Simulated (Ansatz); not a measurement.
**FH$_{5}$NOSi$_{2}$···H$_{5}$NSi (doublet): density, localisation and related maps**

```yaml
atoms:
  - { symbol: Si, position_ang: [0.9274, 0.3286, 1.2733] }
  - { symbol: N, position_ang: [0.5964, -1.1939, -0.1125] }
  - { symbol: Si, position_ang: [0.4907, -0.5920, -1.7949] }
  - { symbol: N, position_ang: [-0.3930, 1.1931, 0.4823] }
  - { symbol: Si, position_ang: [-2.0832, 0.8053, 0.5208] }
  - { symbol: F, position_ang: [0.3983, -0.7648, 2.3595] }
  - { symbol: H, position_ang: [1.3832, -1.8209, 0.0257] }
  - { symbol: O, position_ang: [2.4818, 0.1659, 0.6512] }
  - { symbol: H, position_ang: [-0.2425, -1.6928, 0.1688] }
  - { symbol: H, position_ang: [1.3136, 0.6177, -1.9658] }
  - { symbol: H, position_ang: [0.9986, -1.6735, -2.6811] }
  - { symbol: H, position_ang: [-0.9377, -0.3526, -2.0966] }
  - { symbol: H, position_ang: [-0.2287, 2.1915, 0.5398] }
  - { symbol: H, position_ang: [-2.7631, 1.2074, 1.7819] }
  - { symbol: H, position_ang: [-2.2200, -0.6700, 0.3781] }
  - { symbol: H, position_ang: [-2.7966, 1.4604, -0.6087] }
  - { symbol: H, position_ang: [3.0745, 0.7907, 1.0783] }
```

The product side of a reaction path; geometry: PBE0-D4/def2-TZVP.

Theory: UKS PBE0-D4/def2-TZVPP in Ansatz 0.2.0.

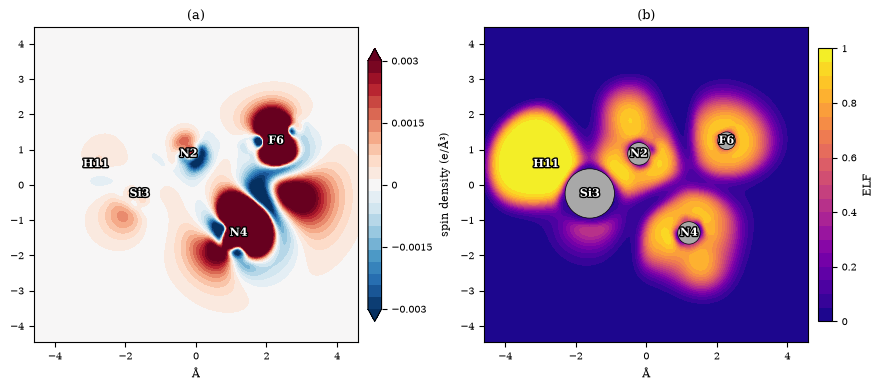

Figure 1. (a) spin density (α minus β); (b) ELF on the plane of atoms N2, Si3 and H11. Grey discs cover the atomic cores in the ELF map.

Q: What does the map show?

A:
- Atoms in the plane: N, Si, F and H.
- Si–N (1.79 Å): the ELF peaks at about 0.95 between the atoms (a polar covalent bond).
- The ELF also peaks beside N4 and F6, away from the bonds: non-bonding electrons, paired or unpaired.
- The unpaired spin (1 electron) lies mostly on Si1 (about 0.7), O8 (about 0.1) and N4 (about 0.1), in electrons by Hirshfeld's partition.

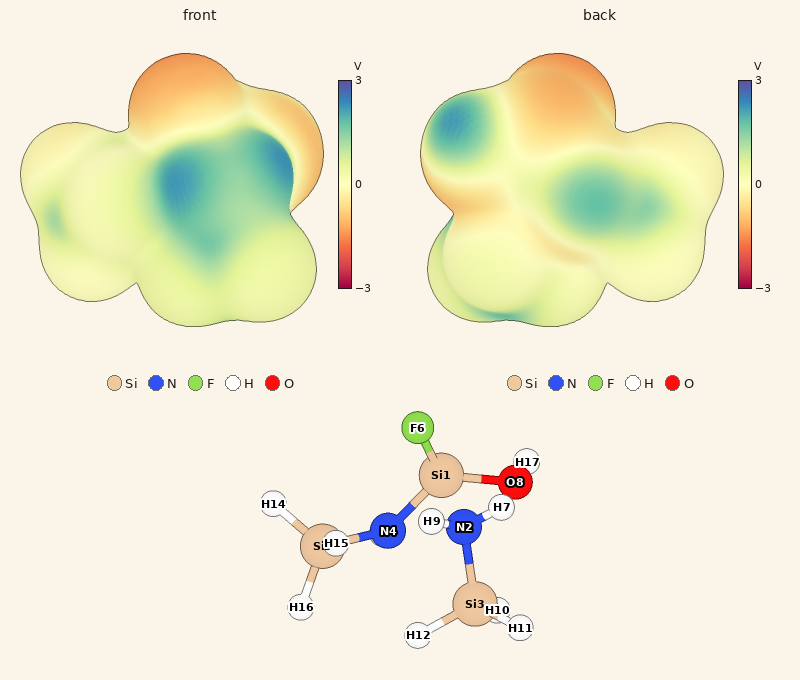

Figure 2. The electrostatic potential painted on the density surface at 0.002 e/bohr³, seen from the front and from behind; red is negative and blue positive. The bare structure is drawn below in the same view.

Q: Where is the surface potential most negative and most positive?

A: The most negative region (about −1.4 V, or −32 kcal/mol for a unit charge) lies over F6, the most positive (about +2.2 V, or +51 kcal/mol for a unit charge) over H7, H9 and H17.

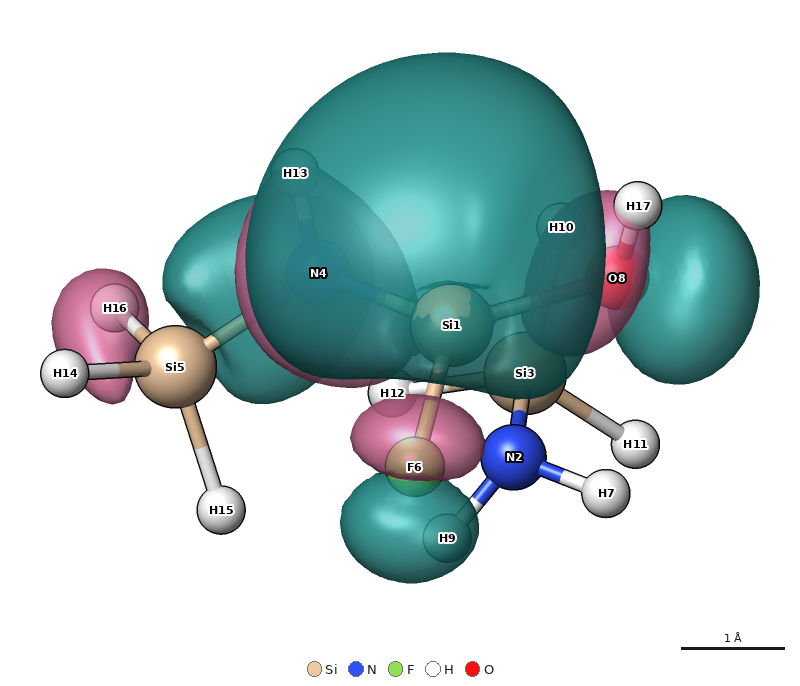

Figure 3. The HOMO (α) at ±0.06 Å⁻³ᐟ² (teal and pink are the two phases), seen from one side.

Q: What is the character of this orbital?

A: Its weight (Hirshfeld) is mainly on Si1 (about 60 %), O8 (about 10 %), N4 (about 10 %) and F6 (about 5 %). Its energy is −4.16 eV.
